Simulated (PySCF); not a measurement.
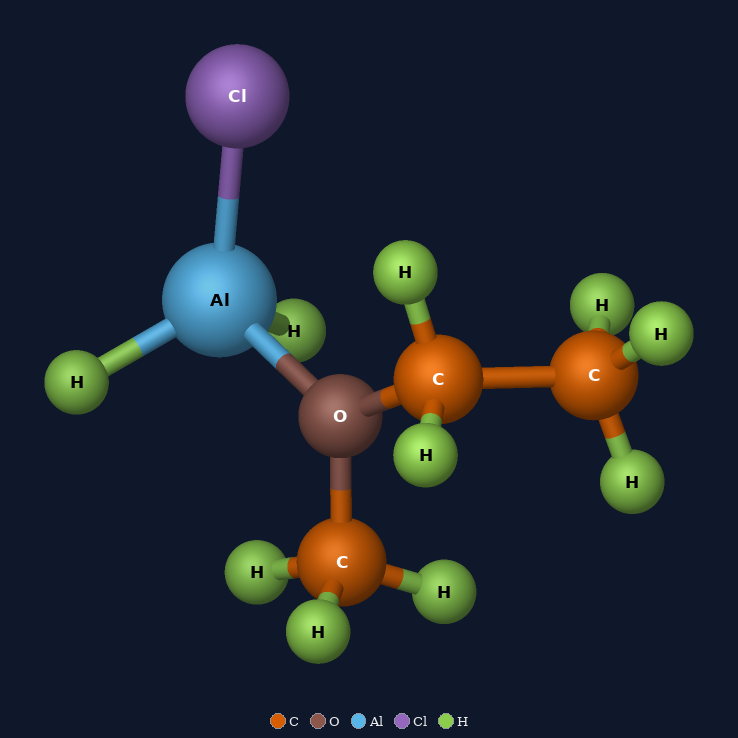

The computed structure is the end point of a GFN2-xTB optimisation. No frequency run is at hand to confirm it as a minimum. Method: PBE0/def2-SVPD, gas phase (PySCF 2.14.0). Excitations: vertical, linear response.

Predict the main results.

The species is C3H10AlClO (`CC[O+](C)[AlH2-][Cl]`).
- dipole moment: 6.07 D
- HOMO energy (Kohn–Sham orbital): −7.25 eV
- LUMO energy (Kohn–Sham orbital): 0.20 eV
- HOMO–LUMO gap: 7.45 eV
- mean static polarisability: 82.6 bohr³
- lowest vertical singlet excitation: 6.55 eV
- its oscillator strength: 0.022
- brightest of the 8 lowest singlets: 7.41 eV
- its oscillator strength: 0.04

The geometry is semi-empirical. Around Al such bond lengths and angles can be off by a tenth of an ångström or more and by several degrees, and values that hang on the shape move with them.
